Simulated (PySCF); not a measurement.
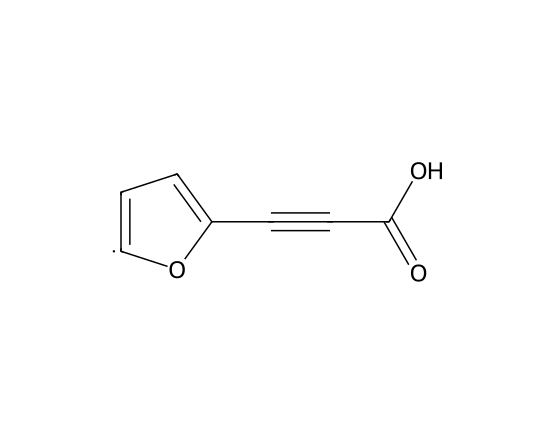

The species is neutral and a spin doublet. The geometry was computed by an optimisation with GFN2-xTB. No frequency run is at hand to confirm it as a minimum. Properties computed with UKS B3LYP, pcH-1 on C H O, non-relativistic (PySCF 2.14.0).

What is the ⟨S²⟩ of the determinant?

Answer. 0.761.

Estimate the isotropic g value.

Answer. 2.00189.
